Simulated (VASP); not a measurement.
Band structure of TePb (space group Fm-3m). These are PBE GGA, VASP's PBE PAW potentials (set 64) (plane waves; VASP) values and carry that method's errors.

Unless said otherwise, spin-orbit coupling is left out, though it shifts the bands of the heavy elements here.

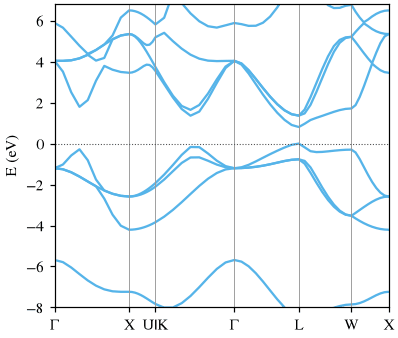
Fig. 1. Bands along high-symmetry lines, zero at the valence-band maximum or, without a gap, the Fermi level

Problem. Read the plot: is there a gap, and where are the band edges?

Solution. The gap is direct, 0.81 eV, from the valence maximum at L to the conduction minimum at L.

The structure comes from a computed database's TePb entry (Fm-3m); how it stands against other phases isn't given here. The cell was not relaxed at this level.
